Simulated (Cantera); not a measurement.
Feed: 1 mol TEOS, 5 mol H₂O, held at 19.0 Pa.

Equilibrium computed with Cantera from the NASA thermochemical tables; the gas is ideal and each condensed phase is pure. Candidate condensed phases: C, C₆H₆, C₇H₈, C₈H₁₈, H₂O, Si, SiC, SiO₂; 123 gas species. The feed counts by its element totals alone. Mutual solubility and eutectic melting of coexisting phases are not modelled. The tables hold silica as quartz up to 1696 K and as liquid above; real silica turns to tridymite and cristobalite and melts near 1996 K. Rates play no part.

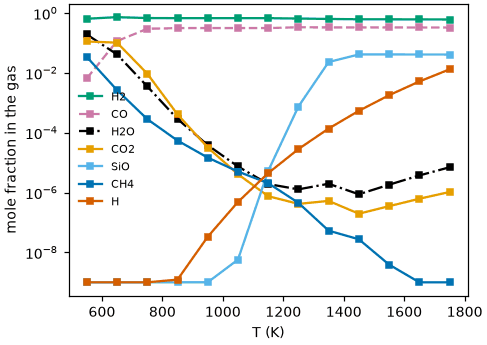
*Equilibrium gas composition (values under 1e-9 drawn at 1e-9)*

From 550 K to 750 K the condensed part is C(graphite) + SiO₂(α-quartz). From 850 K to 1150 K the condensed part is C(graphite) + SiO₂(β-quartz). From 1250 K to 1350 K the condensed part is SiC(s) + SiO₂(β-quartz). From 1450 K to 1750 K nothing is condensed.
